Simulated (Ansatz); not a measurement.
# Si16Ge: the cost of one run

All numbers below are computed with Ansatz 0.2.0 (DFT PBE+D3(BJ), plane waves, PAW, scalar-relativistic, no spin polarisation).

## 1. Starting point

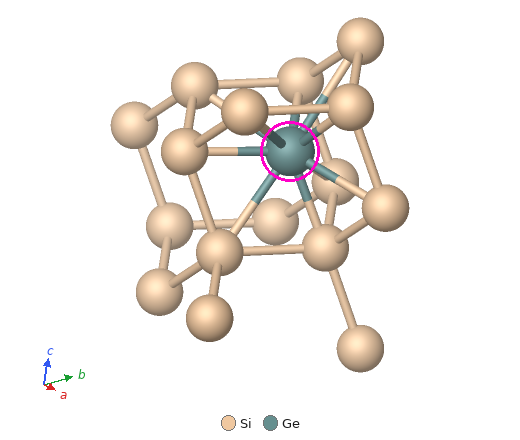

Start, viewed slightly off an axis; silicon light orange, germanium teal. Each atom of the cell is drawn once, at one copy chosen for all pictures, so bonds across the cell's faces may be missing. Ringed: Ge17.

The coordinates stand in the first input below.

## 2. End point A

input.yaml reads:

```yaml
crystal:
  lattice:
    - [0.0, 5.43, 5.43]
    - [5.43, 0.0, 5.43]
    - [5.43, 5.43, 0.0]
  atoms:
    - { symbol: Si, position: [0.0, 0.0, 0.0] }
    - { symbol: Si, position: [0.125, 0.125, 0.125] }
    - { symbol: Si, position: [0.0, 0.0, 0.5] }
    - { symbol: Si, position: [0.125, 0.125, 0.625] }
    - { symbol: Si, position: [0.0, 0.5, 0.0] }
    - { symbol: Si, position: [0.125, 0.625, 0.125] }
    - { symbol: Si, position: [0.0, 0.5, 0.5] }
    - { symbol: Si, position: [0.125, 0.625, 0.625] }
    - { symbol: Si, position: [0.5, 0.0, 0.0] }
    - { symbol: Si, position: [0.625, 0.125, 0.125] }
    - { symbol: Si, position: [0.5, 0.0, 0.5] }
    - { symbol: Si, position: [0.625, 0.125, 0.625] }
    - { symbol: Si, position: [0.5, 0.5, 0.0] }
    - { symbol: Si, position: [0.625, 0.625, 0.125] }
    - { symbol: Si, position: [0.5, 0.5, 0.5] }
    - { symbol: Si, position: [0.625, 0.625, 0.625] }
    - { symbol: Ge, position: [0.8805101, 0.3752792, 0.8601737] }
basis:
  ecutwfc: 420.0
kpoints:
  mp_grid: { grid: [2, 2, 2] }
hamiltonian:
  xc: pbe
  dispersion: d3bj
  pseudopotentials: { kind: paw, azcp: { folder: soft_1 } }
scf:
  occupations: { method: gaussian, width: 0.05 }
  lower_state_search: "off"
relax:
  f_tol: 0.03
  max_steps: 60
  adjacent_minimum: "off"
```

The run is started by

```console
$ ansatz run input.yaml --threads 1 --pin off --max-ram 3072MiB --backend cpu --events-out ev --progress --plain --runs-dir out
```

**Question.** How long does this run take on 1 thread of Intel Xeon at 2.60GHz (Ice Lake), shared host, and how much memory does it need?

About 18 s, with a peak of 0.61 GiB.
